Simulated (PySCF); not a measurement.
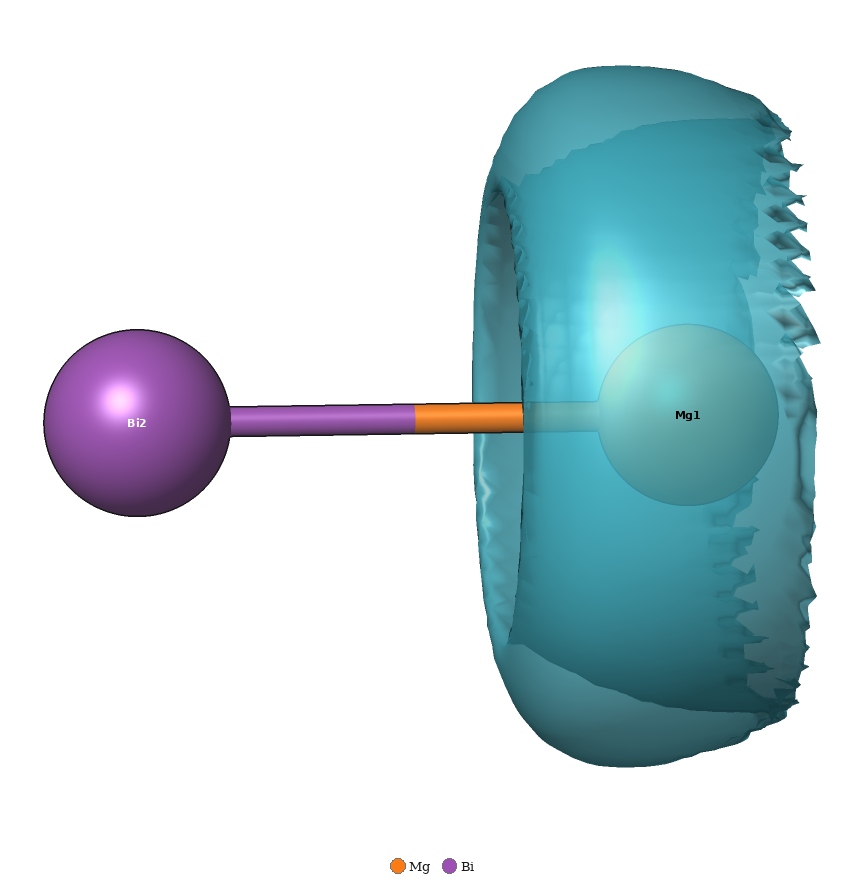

Figure. MgBi (charge +1, triplet). Isosurface of the ELF at 0.85 (cyan), seen from one side. Core shells and regions of very low density are left out.

⟨S²⟩ = 2.06, above the pure value of 2.00; core potentials replace the inner electrons of Bi.

Theory: PBE0/def2-SVPD, non-relativistic Hamiltonian with scalar-relativistic core potentials where named, at a bond length of 2.844 Å in PySCF.

What do the ELF domains correspond to?

Answer. At this value the surface marks out one region wrapped around Mg (its valence shell). Along the contacts the grid gives the following. Mg–Bi (2.84 Å): the ELF peaks at about 0.65 in the valence shell of Bi, 1.6 Å from its nucleus, and is about 0.60 at the midpoint.
